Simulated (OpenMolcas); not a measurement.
**C₂H₃F₃O: excited-state calculation (part 2 of 2)**

The same run, continued: C₂H₃F₃O, SMILES OCC(F)(F)F; CASSCF/ANO-RCC-VDZ, DKH2 (OpenMolcas 26.06). The geometry comes from this level: GFN2-xTB.

Geometry of the input (Å):
```
O  0.2981  -1.5087  -0.5059
C  0.1352  -0.5380  0.4772
C  -0.3454  0.7940  -0.1060
F  -1.5552  0.7193  -0.6633
F  0.4956  1.2296  -1.0616
F  -0.3988  1.7501  0.8309
H  0.9319  -1.2087  -1.1697
H  -0.6258  -0.9052  1.1699
H  1.0644  -0.3324  1.0286
```

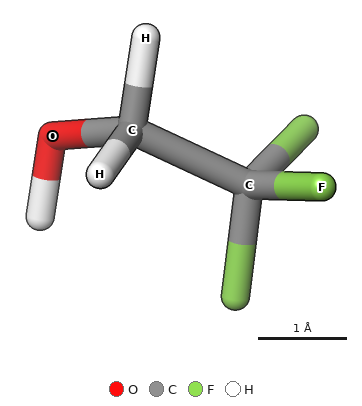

*The input geometry (stick view, seen at a tilt).*

## What the program printed, continued
```
          iter iter root      energy       change     param      element    value   shift minimum  type update hh:mm:ss
 Nr of preliminary CI iterations:   4
        1   1  101    0  -450.72497865    0.00E+00   2.48E-01*  10  57 1  6.65E-02*  0.20   0.00    SX    NO    0:00:01
        2   7   43    0  -450.76581372   -4.08E-02* -2.47E-01*  10  57 1 -3.92E-02*  0.12   0.00    SX    NO    0:00:00
        3   6   13    0  -450.78518496   -1.94E-02*  2.32E-01*  10  57 1  1.95E-02*  0.11   0.00    SX    NO    0:00:00
        4   5   42    0  -450.79974898   -1.46E-02* -1.17E-01*  10  49 1  4.15E-03*  0.10   0.00    SX    NO    0:00:00
        5   4   21    0  -450.80820548   -8.46E-03* -1.19E-01*  23  32 1 -2.87E-03*  0.10   2.30    QN   YES    0:00:00
        6   6   20    0  -450.81473980   -6.53E-03*  9.26E-02   10  25 1  3.98E-03*  0.09   1.74    QN   YES    0:00:00
        7   7   27    0  -450.81847233   -3.73E-03*  1.17E-01*  10  57 1  5.21E-03*  0.08   1.97    QN   YES    0:00:00
        8   6   47    0  -450.82190079   -3.43E-03*  1.72E-01*  10  57 1  6.34E-03*  0.08   2.24    QN   YES    0:00:00
        9   6   38    0  -450.82574441   -3.84E-03*  1.46E-01*  10  57 1  7.30E-03*  0.07   1.71    QN   YES    0:00:00
       10   6  101    0  -450.82894075   -3.20E-03*  7.76E-02   10  57 1  6.96E-03*  0.07   1.78    QN   YES    0:00:00
       11   5   26    0  -450.83285726   -3.92E-03*  6.93E-02   10  29 1  5.12E-03*  0.07   2.50    QN   YES    0:00:00
       12   5   35    0  -450.83771383   -4.86E-03*  4.34E-02   20  30 1  3.71E-03*  0.07   1.90    LS   YES    0:00:00
       13   5   24    0  -450.83916962   -1.46E-03*  6.08E-02   20  30 1  3.37E-03*  0.07   1.54    QN   YES    0:00:00
       14   5   19    0  -450.83978350   -6.14E-04*  2.94E-02   11  29 1 -2.74E-03*  0.08   1.28    QN   YES    0:00:00
       15   5   20    0  -450.83961995    1.64E-04* -4.33E-02   12  29 1  1.92E-03*  0.08  -0.50    SX   YES    0:00:00
       16   6   19    0  -450.84059941   -9.79E-04* -4.89E-02   11  29 1 -1.34E-03*  0.08   2.50    LS   YES    0:00:00
       17   5   20    0  -450.84115793   -5.59E-04* -2.61E-02   15  27 1  1.81E-03*  0.08   1.42    QN   YES    0:00:00
       18   5   19    0  -450.84140325   -2.45E-04* -1.72E-02   10  25 1 -1.50E-03*  0.08   1.73    LS   YES    0:00:00
       19   5   19    0  -450.84145677   -5.35E-05* -8.17E-03   10  25 1 -1.53E-03*  0.07   1.11    QN   YES    0:00:00
       20   6   19    0  -450.84153221   -7.54E-05* -1.09E-02   10  25 1 -1.37E-03*  0.08   2.45    LS   YES    0:00:00
       21   6   19    0  -450.84157384   -4.16E-05* -8.27E-03   10  25 1 -1.13E-03*  0.08   1.11    QN   YES    0:00:00
       22   6   18    0  -450.84162024   -4.64E-05* -2.26E-02   10  25 1 -8.57E-04*  0.07   2.15    QN   YES    0:00:00
       23   7   18    0  -450.84169173   -7.15E-05*  3.11E-02   20  30 1  6.24E-04*  0.07   1.77    QN   YES    0:00:00
       24   7   18    0  -450.84175215   -6.04E-05*  5.45E-02   15  27 1  7.85E-04*  0.07   2.17    QN   YES    0:00:00
       25   7   19    0  -450.84183786   -8.57E-05*  1.06E-01*  10  25 1  1.16E-03*  0.07   2.44    QN   YES    0:00:00
       26   8   19    0  -450.84200554   -1.68E-04*  2.24E-01*  10  25 1  2.37E-03*  0.08   2.50    QN   YES    0:00:00
       27   8   21    0  -450.84232330   -3.18E-04*  1.21E-01*  10  25 1  5.17E-03*  0.09   1.08    QN   YES    0:00:00
       28   7   22    0  -450.84249079   -1.67E-04*  5.68E-02   10  25 1  6.56E-03*  0.09   1.05    QN   YES    0:00:00
       29   7   22    0  -450.84309848   -6.08E-04*  8.31E-02   10  25 1  6.63E-03*  0.10   2.29    QN   YES    0:00:00
       30   6   17    0  -450.84403985   -9.41E-04* -3.37E-02   10  25 1  6.02E-03*  0.10   1.86    QN   YES    0:00:00
       31   6   21    0  -450.84488374   -8.44E-04*  1.16E-01*  10  25 1  3.91E-03*  0.10   1.56    QN   YES    0:00:00
       32   6   21    0  -450.84533067   -4.47E-04*  3.68E-02   10  25 1  2.71E-03*  0.10   1.03    QN   YES    0:00:00
       33   6   21    0  -450.84591750   -5.87E-04*  1.99E-02   24  32 1  2.03E-03*  0.10   1.42    QN   YES    0:00:00
       34   6   20    0  -450.84627199   -3.54E-04* -1.91E-02   24  32 1  1.22E-03*  0.10   1.66    QN   YES    0:00:00
       35   6   18    0  -450.84648216   -2.10E-04*  1.58E-02   10  25 1 -1.69E-03*  0.10   1.41    QN   YES    0:00:00
       36   6   18    0  -450.84660031   -1.18E-04*  2.11E-02   10  25 1 -1.75E-03*  0.10   1.85    QN   YES    0:00:00
       37   6   18    0  -450.84671012   -1.10E-04*  2.04E-02   10  25 1 -1.61E-03*  0.10   1.79    QN   YES    0:00:00
       38   6   17    0  -450.84678503   -7.49E-05*  1.35E-02   10  25 1 -1.17E-03*  0.10   1.67    QN   YES    0:00:00
       39   6   17    0  -450.84682416   -3.91E-05* -5.88E-03   10  25 1 -6.75E-04*  0.10   1.55    QN   YES    0:00:00
       40   6   16    0  -450.84684106   -1.69E-05*  3.63E-03   10  25 1 -2.78E-04*  0.10   1.47    QN   YES    0:00:00
       41   6   15    0  -450.84684665   -5.59E-06*  1.53E-03   13  30 1  9.70E-05   0.10   1.35    QN   YES    0:00:00
       42   5   14    0  -450.84684818   -1.54E-06*  1.23E-03   15  30 1 -5.77E-05   0.10   1.42    QN   YES    0:00:00
       43   5   13    0  -450.84684869   -5.05E-07*  5.96E-04    9  60 1  4.38E-05   0.10   1.34    QN   YES    0:00:00
       44   5   12    0  -450.84684885   -1.68E-07* -2.91E-04   25  49 1  2.39E-05   0.10   1.41    QN   YES    0:00:00
       45   4   11    0  -450.84684892   -6.59E-08*  2.57E-04   20  30 1 -2.23E-05   0.10   1.50    QN   YES    0:00:00
       46   4   11    0  -450.84684895   -3.34E-08*  2.70E-04   20  30 1 -2.30E-05   0.10   1.59    QN   YES    0:00:00
       47   4   11    0  -450.84684897   -2.00E-08* -1.82E-04   13  30 1  1.29E-05   0.10   1.52    QN   YES    0:00:00
       48   3   10    0  -450.84684898   -9.68E-09  -9.42E-05   14  30 1  7.29E-06   0.10   1.38    QN   YES    0:00:00
      Convergence after 48 iterations
       49   3   10    0  -450.84684899   -5.20E-09  -9.42E-05   10  25 1 -7.06E-06   0.10   1.38    QN   YES    0:00:00

      ************************************************************************************************************************
                                                      Wave function printout:
                       occupation of active orbitals, and spin coupling of open shells (u,d: Spin up or down)
      ************************************************************************************************************************

      Note: transformation to natural orbitals
      has been made, which may change the order of the CSFs.

      printout of CI-coefficients larger than  0.05 for root  1
      energy=    -451.049251
      conf/sym  1111111111     Coeff  Weight
             1  2222200000  -0.97055 0.94196
             8  222u20d000  -0.07113 0.00506
             9  222u200d00  -0.06948 0.00483
            20  2u222000d0   0.09161 0.00839
           106  222020ud00   0.05059 0.00256
           216  2022200020   0.07798 0.00608
           251  0222200002   0.10549 0.01113

      printout of CI-coefficients larger than  0.05 for root  2
      energy=    -450.778421
      conf/sym  1111111111     Coeff  Weight
             2  2222ud0000  -0.30091 0.09055
             3  2222u0d000   0.92538 0.85632
            44  222ud02000  -0.06079 0.00370
           810  2022u0d020  -0.07693 0.00592
           909  0222u0d002  -0.10164 0.01033

      printout of CI-coefficients larger than  0.05 for root  3
      energy=    -450.712876
      conf/sym  1111111111     Coeff  Weight
             2  2222ud0000  -0.92228 0.85061
             3  2222u0d000  -0.29960 0.08976
            12  22u22d0000  -0.06325 0.00400
            78  2u22du00d0  -0.06141 0.00377
           325  2uu22d00d0   0.05319 0.00283
           809  2022ud0020   0.06898 0.00476
           908  0222ud0002   0.10122 0.01025

      Natural orbitals and occupation numbers for root  1
      sym 1:   1.974406   1.973836   1.998924   1.975506   1.998695   0.001042   0.000214   0.027227   0.024519   0.025632

      Natural orbitals and occupation numbers for root  2
      sym 1:   1.973676   1.970701   1.992964   1.981528   1.007019   0.002177   0.997619   0.018705   0.029597   0.026014

      Natural orbitals and occupation numbers for root  3
      sym 1:   1.973174   1.970139   1.988213   1.976011   1.067222   0.940116   0.002435   0.027542   0.029332   0.025816

      ************************************************************************************************************************
      *                                                    Final results                                                     *
      ************************************************************************************************************************

++    Final optimization conditions:
      ------------------------------

      Average CI energy                            -450.84684899
      RASSCF energy for state  3                   -450.71287570
      Super-CI energy                                -0.00000000
      RASSCF energy change                            0.00000000
      Max change in MO coefficients              -2.340E-04
      Max non-diagonal density matrix element    -9.424E-05
      Maximum BLB matrix element                 -7.062E-06
      (orbital pair  10,  25 in symmetry   1)
      Norm of electronic gradient            1.241E-01
--

      Final state energy(ies):
      ------------------------

::    RASSCF root number  1 Total energy:   -451.04925057
::    RASSCF root number  2 Total energy:   -450.77842069
::    RASSCF root number  3 Total energy:   -450.71287570
      Von Neumann Entropy (Root   1) =  0.30626

      Mulliken population analysis for root number:  1
      -----------------------------------------------

++    Molecular charges:
      ------------------

      Mulliken charges per centre
      ---------------------------

                O1      C2      C3      F4      F5      F6      H7      H8      H9
      Total    8.4612  6.0793  5.1754  9.2750  9.3230  9.3060  0.7418  0.8058  0.8324

      N-E     -0.4612 -0.0793  0.8246 -0.2750 -0.3230 -0.3060  0.2582  0.1942  0.1676

      Total electronic charge=   50.000000

      Total            charge=   -0.000000
--

      Expectation values of various properties for root number:  1
      -----------------------------------------------------------

++    Molecular properties:
      ---------------------

      Charge (e):
                      =   -0.0000
      Dipole Moment (debye):
      Origin of the operator (angstrom)=   -0.2408    0.4674   -0.1958
                   X=  1.4887E+00               Y= -6.3594E-01               Z=  1.5389E+00           Total=  2.2336E+00
      Quadrupole Moment (debye*angstrom):
      Origin of the operator (angstrom)=   -0.2408    0.4674   -0.1958
                  XX= -3.3361E+01              XY= -1.1259E+00              XZ= -7.6837E-01              YY= -4.1019E+01
                  YZ= -1.8467E+00              ZZ= -3.2724E+01
      In traceless form (debye*angstrom)
                  XX=  3.5103E+00              XY= -1.6889E+00              XZ= -1.1526E+00              YY= -7.9763E+00
                  YZ= -2.7700E+00              ZZ=  4.4660E+00
--

      LoProp population analysis for root number:  1
      -----------------------------------------------

++    LoProp analysis:
      ----------------

++    Static properties:
      ------------------

      LoProp Charges per center

                   O1       C2       C3       F4       F5       F6       H7       H8       H9
      Nuclear      8.0000   6.0000   6.0000   9.0000   9.0000   9.0000   1.0000   1.0000   1.0000
      Electronic  -8.4396  -6.1016  -5.2377  -9.2541  -9.2912  -9.2747  -0.7198  -0.8239  -0.8575

      Total       -0.4396  -0.1016   0.7623  -0.2541  -0.2912  -0.2747   0.2802   0.1761   0.1425
--

      Natural Bond Order analysis for root number:  1

++    Natural Bond Order analysis
      ---------------------------
      Based on LoProp computed density
      -------------------------------------------------------------------------------------
      Atom A       Atom B       Bond Order
      -------------------------------------------------------------------------------------
      NBO located      0.999 non-bonded electrons on atom O1
      NBO located      0.998 non-bonded electrons on atom C2
      NBO located      0.997 non-bonded electrons on atom C3
      NBO located      1.002 non-bonded electrons on atom F4
      NBO located      0.998 non-bonded electrons on atom F4
      NBO located      0.973 non-bonded electrons on atom F4
      NBO located      0.998 non-bonded electrons on atom F5
      NBO located      1.001 non-bonded electrons on atom F5
      NBO located      0.999 non-bonded electrons on atom F6
      NBO located      1.011 non-bonded electrons on atom F6
      NBO located      0.978 non-bonded electrons on atom F6
      The remaining   15.243 electrons are to be considered as diffuse
--

--

      Von Neumann Entropy (Root   2) =  1.30232

      Mulliken population analysis for root number:  2
      -----------------------------------------------

++    Molecular charges:
      ------------------

      Mulliken charges per centre
      ---------------------------

                O1      C2      C3      F4      F5      F6      H7      H8      H9
      Total    7.7815  5.9657  5.1616  9.2581  9.3153  9.3047  1.5437  0.7899  0.8796

      N-E      0.2185  0.0343  0.8384 -0.2581 -0.3153 -0.3047 -0.5437  0.2101  0.1204

      Total electronic charge=   50.000000

      Total            charge=   -0.000000
--

      Expectation values of various properties for root number:  2
      -----------------------------------------------------------

++    Molecular properties:
      ---------------------

      Charge (e):
                      =   -0.0000
      Dipole Moment (debye):
      Origin of the operator (angstrom)=   -0.2408    0.4674   -0.1958
                   X= -1.7777E+00               Y= -4.5954E-01               Z=  4.5561E+00           Total=  4.9122E+00
      Quadrupole Moment (debye*angstrom):
      Origin of the operator (angstrom)=   -0.2408    0.4674   -0.1958
                  XX= -4.5509E+01              XY=  3.5214E+00              XZ=  4.2613E+00              YY= -4.6253E+01
                  YZ= -6.0505E+00              ZZ= -4.1893E+01
      In traceless form (debye*angstrom)
                  XX= -1.4363E+00              XY=  5.2821E+00              XZ=  6.3919E+00              YY= -2.5522E+00
                  YZ= -9.0757E+00              ZZ=  3.9885E+00
--

      LoProp population analysis for root number:  2
      -----------------------------------------------

++    LoProp analysis:
      ----------------

++    Static properties:
      ------------------

      LoProp Charges per center

                   O1       C2       C3       F4       F5       F6       H7       H8       H9
      Nuclear      8.0000   6.0000   6.0000   9.0000   9.0000   9.0000   1.0000   1.0000   1.0000
      Electronic  -7.9725  -6.0539  -5.2351  -9.2436  -9.3021  -9.2718  -1.1905  -0.8451  -0.8853

      Total        0.0275  -0.0539   0.7649  -0.2436  -0.3021  -0.2718  -0.1905   0.1549   0.1147
--

      Natural Bond Order analysis for root number:  2

++    Natural Bond Order analysis
      ---------------------------
      Based on LoProp computed density
      -------------------------------------------------------------------------------------
      Atom A       Atom B       Bond Order
      -------------------------------------------------------------------------------------
      NBO located      0.995 non-bonded electrons on atom O1
      NBO located      0.996 non-bonded electrons on atom C2
      NBO located      0.997 non-bonded electrons on atom C3
      NBO located      1.001 non-bonded electrons on atom F4
      NBO located      0.998 non-bonded electrons on atom F4
      NBO located      0.971 non-bonded electrons on atom F4
      NBO located      1.000 non-bonded electrons on atom F5
      NBO located      0.990 non-bonded electrons on atom F5
      NBO located      0.999 non-bonded electrons on atom F6
      NBO located      1.011 non-bonded electrons on atom F6
      NBO located      0.978 non-bonded electrons on atom F6
      The remaining   14.245 electrons are to be considered as diffuse
--

--

      Von Neumann Entropy (Root   3) =  1.32900

      Mulliken population analysis for root number:  3
      -----------------------------------------------

++    Molecular charges:
      ------------------

      Mulliken charges per centre
      ---------------------------

                O1      C2      C3      F4      F5      F6      H7      H8      H9
      Total    7.9614  5.7310  5.1325  9.2550  9.3226  9.2982  0.6716  1.2922  1.3355

      N-E      0.0386  0.2690  0.8675 -0.2550 -0.3226 -0.2982  0.3284 -0.2922 -0.3355

      Total electronic charge=   50.000000

      Total            charge=   -0.000000
--

      Expectation values of various properties for root number:  3
      -----------------------------------------------------------

++    Molecular properties:
      ---------------------

      Charge (e):
                      =   -0.0000
      Dipole Moment (debye):
      Origin of the operator (angstrom)=   -0.2408    0.4674   -0.1958
                   X=  1.3860E+00               Y= -2.7402E+00               Z= -5.9090E+00           Total=  6.6593E+00
      Quadrupole Moment (debye*angstrom):
      Origin of the operator (angstrom)=   -0.2408    0.4674   -0.1958
                  XX= -4.3890E+01              XY= -4.2822E+00              XZ= -3.6906E+00              YY= -4.0141E+01
                  YZ=  6.4050E+00              ZZ= -5.2837E+01
      In traceless form (debye*angstrom)
                  XX=  2.5991E+00              XY= -6.4233E+00              XZ= -5.5359E+00              YY=  8.2225E+00
                  YZ=  9.6076E+00              ZZ= -1.0822E+01
--

      LoProp population analysis for root number:  3
      -----------------------------------------------

++    LoProp analysis:
      ----------------

++    Static properties:
      ------------------

      LoProp Charges per center

                   O1       C2       C3       F4       F5       F6       H7       H8       H9
      Nuclear      8.0000   6.0000   6.0000   9.0000   9.0000   9.0000   1.0000   1.0000   1.0000
      Electronic  -7.9507  -6.0346  -5.2193  -9.2409  -9.2933  -9.2758  -0.6687  -1.1532  -1.1635

      Total        0.0493  -0.0346   0.7807  -0.2409  -0.2933  -0.2758   0.3313  -0.1532  -0.1635
--

      Natural Bond Order analysis for root number:  3

++    Natural Bond Order analysis
      ---------------------------
      Based on LoProp computed density
      -------------------------------------------------------------------------------------
      Atom A       Atom B       Bond Order
      -------------------------------------------------------------------------------------
      NBO located      0.998 non-bonded electrons on atom O1
      NBO located      0.984 non-bonded electrons on atom C2
      NBO located      0.997 non-bonded electrons on atom C3
      NBO located      1.001 non-bonded electrons on atom F4
      NBO located      0.997 non-bonded electrons on atom F4
      NBO located      0.972 non-bonded electrons on atom F4
      NBO located      0.998 non-bonded electrons on atom F5
      NBO located      1.001 non-bonded electrons on atom F5
      NBO located      0.999 non-bonded electrons on atom F6
      NBO located      1.008 non-bonded electrons on atom F6
      NBO located      0.978 non-bonded electrons on atom F6
      The remaining   12.952 electrons are to be considered as diffuse
--

--

      Average orbitals are written to the RASORB file
      Natural orbitals for root   1 are written to the RASORB.1 file
      Natural orbitals for root   2 are written to the RASORB.2 file
      Natural orbitals for root   3 are written to the RASORB.3 file
      Spin density orbitals for root   1 are written to the SPDORB.1 file
      Spin density orbitals for root   2 are written to the SPDORB.2 file
      Spin density orbitals for root   3 are written to the SPDORB.3 file

--- Stop Module: rasscf /rc=_RC_ALL_IS_WELL_ ---
           step2.RasOrb.3 step2.rasscf.h5 step2.SpdOrb.1 step2.SpdOrb.2 step2.SpdOrb.3 xmldump
--- Module rasscf spent 31 seconds ---

.##################.
.# Happy landing! #.
.##################.

    Timing: Wall=34.46 User=33.02 System=1.43
```

## Summary

```csv
quantity,value
outcome,converged
total energy,−451.049251 hartree
CASSCF energy,−451.049251 hartree
basis functions,60
wall time,35 s
peak memory,0.41 GiB
```

## Notes

The record of the run, not the program, notes: an active orbital turned away from the chosen space.
